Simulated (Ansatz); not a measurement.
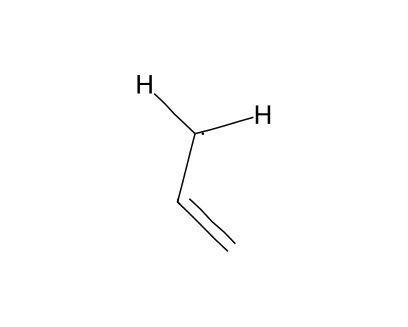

2D structure. State: neutral, doublet.

Write the SMILES.

[CH2]C=C

Give the formula, hydrogens included.

C3H5.

An optimisation with PBE0-D4/def2-TZVP gave a structure of which point group?

C2v.

More results for the same structure follow; atom numbers are the same in all pictures, views and colours differ. The geometry was computed by an optimisation with PBE0-D4/def2-TZVP.

Shape

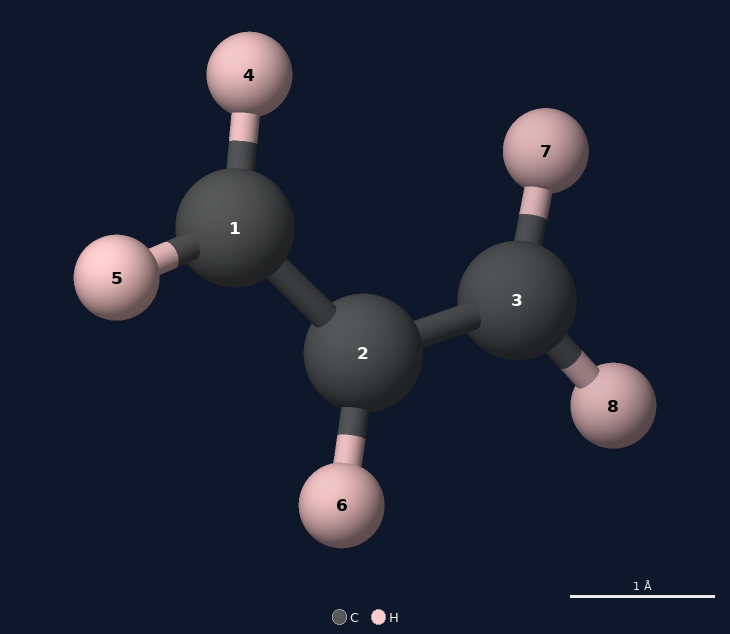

Give these bond angles: C1–C2–C3, C1–C2–H6, C2–C1–H4, C2–C1–H5, H4–C1–H5.

| angle | degrees |
| --- | --- |
| C1–C2–C3 | 124.8 |
| C1–C2–H6 | 117.6 |
| C2–C1–H4 | 120.9 |
| C2–C1–H5 | 121.5 |
| H4–C1–H5 | 117.6 |

Thermal motion

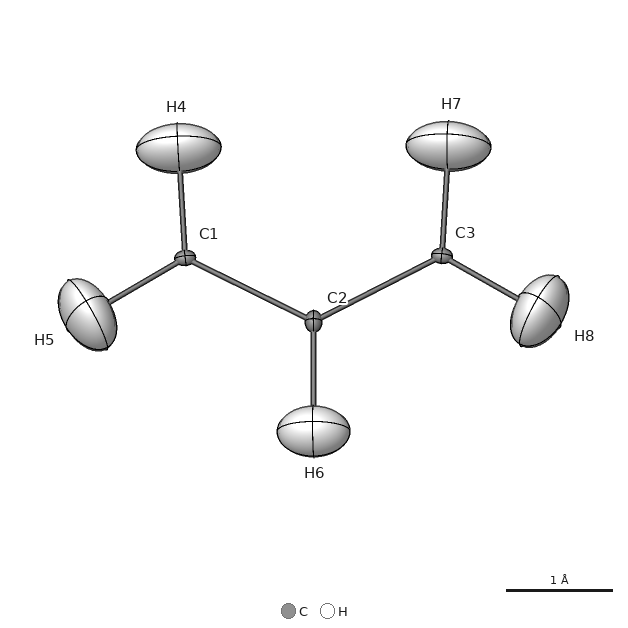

Displacement ellipsoids at the 50 % level, enlarged 2 times, from the internal vibrations of the free molecule (harmonic, no overall translation or rotation; no half-axis is drawn under 0.075 Å). Vibrations computed with UKS PBE0-D4/def2-TZVP (Ansatz 0.2.0). Temperature: 0 K (zero-point motion alone).

Which atom moves most?

H5, H8, with U_eq = 0.0146 Å².

Does H8 move more along its bond or across it?

Across it: the root-mean-square amplitude is 0.076 Å along the bond and up to 0.154 Å across, since bending and torsion are softer than stretching.

Give the displacement parameters, one line for each set of equivalent atoms.

| atom | U_eq (Å²) | rms amplitudes (Å) |
| --- | --- | --- |
| C1, C3 | 0.00066 | 0.021, 0.023, 0.032 |
| C2 | 0.00095 | 0.026, 0.031, 0.035 |
| H4, H7 | 0.0135 | 0.072, 0.130, 0.136 |
| H5, H8 | 0.0146 | 0.076, 0.120, 0.154 |
| H6 | 0.0101 | 0.078, 0.110, 0.111 |

Electronic properties

Level of theory: UKS BLYP-D4/def2-TZVPP (Ansatz 0.2.0).

Computed properties:

- HOMO energy (Kohn–Sham orbital): −4.49 eV
- ⟨S²⟩ of the determinant: 0.763
- dispersion correction: −22.7 kJ/mol

Charges

The questions are on Mulliken charges. Method: UKS r2SCAN-D4/def2-TZVPP (Ansatz 0.2.0).

List the Mulliken charges.

| atom | value (e) |
| --- | --- |
| C1 | −0.16 |
| C2 | −0.09 |
| C3 | −0.16 |
| H4 | 0.07 |
| H5 | 0.09 |
| H6 | 0.07 |
| H7 | 0.07 |
| H8 | 0.09 |

Mulliken values depend strongly on the basis set and can even reverse the polarity of a bond.
